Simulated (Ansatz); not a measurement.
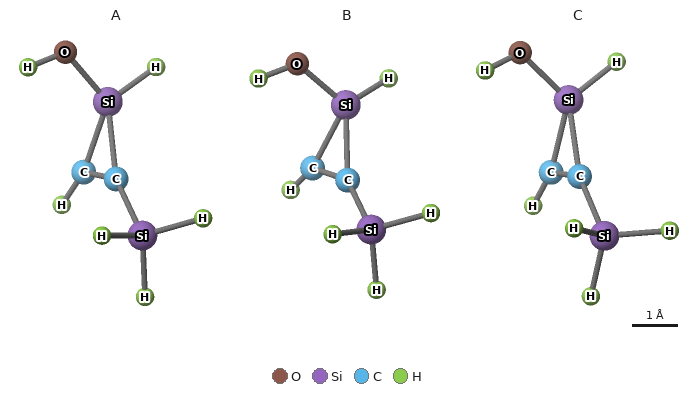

3 geometries from one relaxation of C$_{2}$H$_{6}$OSi$_{2}$ (coarse preliminary run), in shuffled order. A ball-and-stick model, seen from a free direction.

The start comes from a force field.

Method: RKS PBE-D4/def2-SVP (Ansatz). Set-up: force threshold 0.03 eV/Å; at most 200 steps.

**Order the frames from highest to lowest energy.**

B, A, C. They are steps 0, 3, 12, at +1.422 eV, +0.026 eV relative to the last. An H atom moves most after the best rigid fit: 0.49 Å. Largest moves by element: H 0.49 Å, O 0.34 Å, Si 0.27 Å, C 0.22 Å. Near-neighbour distances that change, for instance: C–Si 1.670 → 1.868 Å, O–Si 1.579 → 1.676 Å, C–Si 1.745 → 1.839 Å, C–H 1.040 → 1.105 Å. Bond angles that change, for instance: O–Si–C 110.3° → 125.6°, O–Si–H 118.3° → 104.1°, C–Si–H 110.3° → 124.4°. Groups turn about C–Si by about 25°. The energy falls by 1.422 eV in 11 accepted moves (12 points after the start). The largest force component goes from 5.2 to 0.0075 eV/Å. The line search rejected the trial step at point 5 of the run. The forces were under the threshold at step 7, but the run went on from there.
